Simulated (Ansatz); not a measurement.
One crystal and one scan (energy against volume) at two levels, PBE-D3(BJ) (plane waves to 420 eV, PAW, scalar-relativistic; Ansatz, a quantum-chemistry and plane-wave program) and PBEsol-D3(BJ) (plane waves to 420 eV, PAW, scalar-relativistic; Ansatz), each from its own relaxed cell and on its own mesh. The cell shown is that of PBE-D3(BJ).

BN (h-BN type, space group P6_3/mmc)

```yaml
crystal:
  lattice:
    - [2.50580, 0.00000, 0.00000]
    - [-1.25290, 2.17009, 0.00000]
    - [0.00000, 0.00000, 6.61620]
  atoms:
    - { symbol: B, position: [0.33333, 0.66667, 0.25000] }
    - { symbol: B, position: [0.66667, 0.33333, 0.75000] }
    - { symbol: N, position: [0.33333, 0.66667, 0.75000] }
    - { symbol: N, position: [0.66667, 0.33333, 0.25000] }
```

Equation-of-state scan: isotropic scaling of the cell above, V₀ being its volume. Symmetry pins the atoms to their sites.

E stands for the smeared free energy. BN was relaxed with its symmetry unable to fall. The PAW data are Ansatz's earlier set. With the shape held, the modulus is that of even scaling; a crystal free to change shape is softer. Percentages come from the unrounded values. Both scans cover V/V₀ from 0.900 to 1.100.

```json
[
 {"quantity": "Lattice constant a (Å)", "PBE-D3(BJ)": "2.506", "PBEsol-D3(BJ)": "2.500", "PBE-D3(BJ) − PBEsol-D3(BJ)": "+0.006 (+0.2 %)"},
 {"quantity": "Lattice constant c (Å)", "PBE-D3(BJ)": "6.616", "PBEsol-D3(BJ)": "6.413", "PBE-D3(BJ) − PBEsol-D3(BJ)": "+0.203 (+3.2 %)"},
 {"quantity": "Relaxed volume (Å³/atom)", "PBE-D3(BJ)": "8.99", "PBEsol-D3(BJ)": "8.68", "PBE-D3(BJ) − PBEsol-D3(BJ)": "+0.31 (+3.7 %)"},
 {"quantity": "Pressure at the smallest volume (GPa)", "PBE-D3(BJ)": "31.1", "PBEsol-D3(BJ)": "32.7", "PBE-D3(BJ) − PBEsol-D3(BJ)": "-1.6 (-4.9 %)"},
 {"quantity": "Energy cost of the largest compression (meV/atom)", "PBE-D3(BJ)": "80.2", "PBEsol-D3(BJ)": "81.3", "PBE-D3(BJ) − PBEsol-D3(BJ)": "-1.1 (-1.4 %)"},
 {"quantity": "Energy cost of the largest expansion (meV/atom)", "PBE-D3(BJ)": "58.7", "PBEsol-D3(BJ)": "59.6", "PBE-D3(BJ) − PBEsol-D3(BJ)": "-0.9 (-1.5 %)"},
 {"quantity": "Bulk modulus at fixed cell shape B₀ (third-order Birch-Murnaghan fit) (GPa)", "PBE-D3(BJ)": "242.6", "PBEsol-D3(BJ)": "255.2", "PBE-D3(BJ) − PBEsol-D3(BJ)": "-12.6 (-4.9 %)"},
 {"quantity": "Pressure derivative B₀′ (fit)", "PBE-D3(BJ)": "3.7", "PBEsol-D3(BJ)": "3.7", "PBE-D3(BJ) − PBEsol-D3(BJ)": "0.0"},
 {"quantity": "Pressure for 5 % compression (fit) (GPa)", "PBE-D3(BJ)": "13.7", "PBEsol-D3(BJ)": "14.4", "PBE-D3(BJ) − PBEsol-D3(BJ)": "-0.7 (-5 %)"}
]
```

PBE-D3(BJ) gives the higher value for: lattice constant a; lattice constant c; relaxed volume. PBE-D3(BJ) gives the lower value for: pressure at the smallest volume; bulk modulus at fixed cell shape B₀; pressure for 5 % compression. They agree on: energy cost of the largest compression (within 1.5 %); energy cost of the largest expansion (within 1.5 %); pressure derivative B₀′ (within 1.5 %).

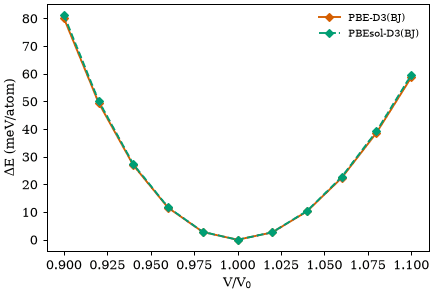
Figure. ΔE, each from the relaxed starting cell of its own level.

(Under strain, the slope of the energy per volume gives the stress and its curvature an elastic modulus.)
